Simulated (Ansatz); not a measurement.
**Fields on a plane of KF (rock salt)**

```
KF
1.0
    0.00000     2.65916     2.65916
    2.65916     0.00000     2.65916
    2.65916     2.65916     0.00000
K F
1 1
Direct
  0.00000   0.00000   0.00000
  0.50000   0.50000   0.50000
```

The slice is a {111} plane (indices of the conventional cell) through the point (0.500, 0.500, 0.500) (fractional), spanned by u = [100] and v = [-1 2 0] in vectors of this cell: u (3.76 Å) and v (6.51 Å, at 90° to u). It covers one period; positions are fractions (u, v).

Atoms on it: F at (0.00, 0.00); F at (0.50, 0.50).

Level of theory: r2SCAN (plane waves to 500 eV, PAW, scalar-relativistic; Ansatz, an electronic-structure program). k mesh 11×11×11. Near the nuclei the fields are pseudised (PAW); where an atom keeps semicore shells as valence, they peak there. KF was relaxed with its symmetry unable to fall.

```
|xxxxxx99885522000000000022558899xxxx|
|xxxx999977441100000000001144779999xx|
|999999886622000000000000002266889999|
|998888663311000000000000001133668888|
|666655331100000000000000000011335566|
|222211110000000000000000000000111122|
|000000000000000000000000000000000000|
|000000000000000000000000000000000000|
|000000000000000000000000000000000000|
|000000000000111122222211110000000000|
|000000000011335566666655331100000000|
|000000001133668888998888663311000000|
|000000002266889999999999886622000000|
|0000001144779999xxxxxx99997744110000|
|00000022558899xxxxxxxxxx998855220000|
|00000022668899xxxxxxxxxx998866220000|
|00000022558899xxxxxxxxxx998855220000|
|0000001144779999xxxxxx99997744110000|
|000000002266889999999999886622000000|
|000000001133668888998888663311000000|
|000000000011335566666655331100000000|
|000000000000111122222211110000000000|
|000000000000000000000000000000000000|
|000000000000000000000000000000000000|
|000000000000000000000000000000000000|
|222211110000000000000000000000111122|
|666655331100000000000000000011335566|
|998888663311000000000000001133668888|
|999999886622000000000000002266889999|
|xxxx999977441100000000001144779999xx|
|xxxxxx99885522000000000022558899xxxx|
|xxxxxx99886622000000000022668899xxxx|
```
Scale: ten equal steps from 0.01 (start of '0') to 0.82 (end of '9'), in the order '0123456789'. Values: electron localisation function (ELF). The map has 18 points along u (two characters each, u = 0 at the left) and 32 along v (v = 0 in the bottom row). Points within 0.5 Å of a nucleus are blanked (x), as the pseudised field means little there.

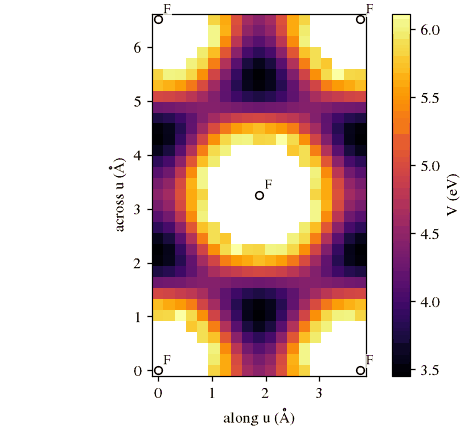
*Electrostatic potential energy of an electron, from the cell's mean, in eV, one period of the plane, atoms marked. Points within 1 Å of a nucleus are left white, as the pseudised field means little there. The zero, the cell's mean, hangs on the PAW cores.*
